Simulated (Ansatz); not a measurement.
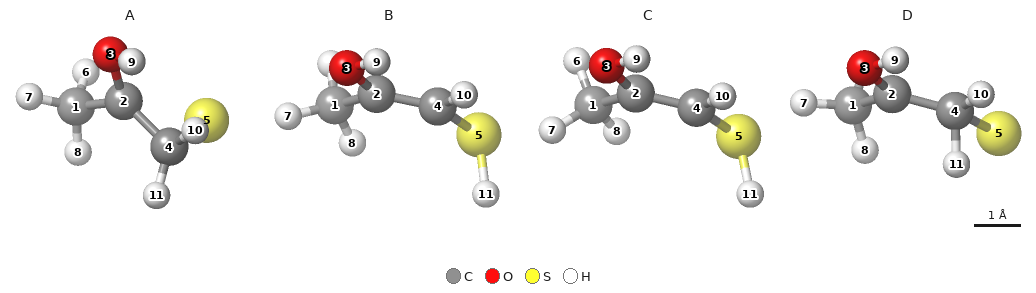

4 geometries from a converged minimum-energy path of C3H6OS, shuffled. The picture is a ball-and-stick view, seen from a free direction.

Computed with RKS PBE/def2-SVP in Ansatz. Run with 7 movable images; climbing image; force threshold 0.03 eV/Å; iteration limit 60; starting path through a guess of the saddle point.

Question: Which frame is the transition state?

Answer: D. In order along the path, whose images run from 0 to 8: A (image 2, +0.62 eV), D (image 4, +1.51 eV), B (image 7, +0.02 eV), C (image 8, 0.00 eV). A hydrogen atom shifts from one atom to another. Breaking: C4–H11 (1.11 → 1.16 at the top → 2.40 Å). Forming: S5–H11 (2.52 → 1.83 at the top → 1.37 Å).

Cost: 9.3 min on 2 threads of Arm Neoverse N1 (shared host), peak memory 0.15 GiB.
